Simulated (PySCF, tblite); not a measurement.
# C4H5F3S: geometry, infrared bands and NMR shifts

Wanted: the infrared bands and NMR shifts of C4H5F3S (`C[C@@]1(C(F)(F)F)CS1`), by calculation.

Programs: tblite 0.8.0 and PySCF 2.14.0, with density-fitted response routines of our own. Each step states its level of theory. These are calculated values for one molecule in the gas phase, unless marked as measured. Atoms count from 0, in the outputs and in this text.

### Step 1. Starting geometry

13 atoms, charge 0, multiplicity 1; geometry from: force field or distance geometry start.

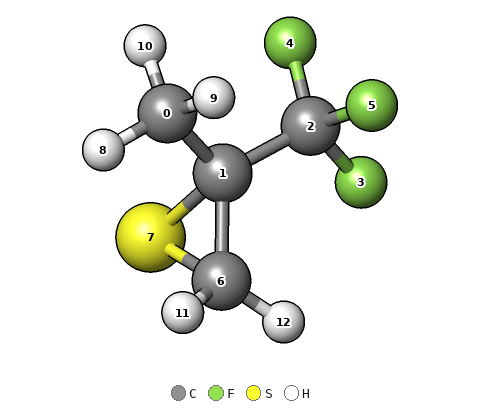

The starting geometry (carbon grey, fluorine green, sulfur yellow, hydrogen white), atoms numbered.

### Step 2. Relaxing the molecule with GFN2-xTB

Job settings and geometry (Å):

```
{"job": {"kind": "relax", "xc": "GFN2-xTB", "basis": "xTB"}, "charge": 0, "multiplicity": 1}
C      1.414500    -0.315500    -0.165500
C     -0.035300    -0.071100     0.206900
C     -0.494400     1.326700    -0.017500
F     -1.813100     1.511500     0.274300
F      0.213200     2.218600     0.710900
F     -0.358200     1.654500    -1.331700
C     -1.011500    -1.204800     0.029700
S     -0.557900    -0.882100     1.671000
H      1.728000    -1.352700    -0.001000
H      1.551900    -0.091600    -1.222300
H      2.069100     0.335300     0.412100
H     -0.665200    -2.151900    -0.372200
H     -2.045600    -0.976200    -0.212300
```

Started as:

```
> OMP_NUM_THREADS=1 python probes_run.py task.json out
```

One launch serves the whole session: the jobs run in the order shown.

**Question.** This job is followed by: GFN2-xTB harmonic vibrations, gas phase; GIAO PBE0/pcSseg-1 NMR shielding, non-relativistic, gas phase. What will the session give for the following? strongest single infrared mode (GFN2-xTB); zero-point energy (GFN2-xTB); 13C shifts against TMS (PBE0/pcSseg-1); 1H shifts against TMS (PBE0/pcSseg-1, means over atoms taken as alike); 19F shifts against CFCl3 (PBE0/pcSseg-1, means over atoms taken as alike); 33S shifts against CS2 (PBE0/pcSseg-1).

**Answer**, as computed:

| quantity | value |
| --- | --- |
| strongest single infrared mode (GFN2-xTB) | 1085 cm⁻¹, 227 km/mol |
| zero-point energy (GFN2-xTB) | 53.2 kcal/mol |
| 13C shifts against TMS (PBE0/pcSseg-1) | 135.4, 43.8, 31.0, 22.6 ppm |
| 1H shifts against TMS (PBE0/pcSseg-1, means over atoms taken as alike) | 2.66, 2.26, 1.84 ppm |
| 19F shifts against CFCl3 (PBE0/pcSseg-1, means over atoms taken as alike) | -90.3 ppm |
| 33S shifts against CS2 (PBE0/pcSseg-1) | -141 ppm |

Relaxing lowered the energy by 0.155 eV in 35 steps; the close pair that moved most is C6–S7, from 1.733 to 1.801 Å. All 33 modes are real, so the xTB geometry is a minimum. The strongest single mode, at 1085 cm⁻¹, moves mainly C2. GFN2-xTB is a fitted tight-binding method: band positions and strengths are rough. Its intensities can rank the bands wrongly. At PBE0/pcSseg-1: Shielding is most anisotropic at S7 (span 872 ppm, paramagnetic term -411 ppm).
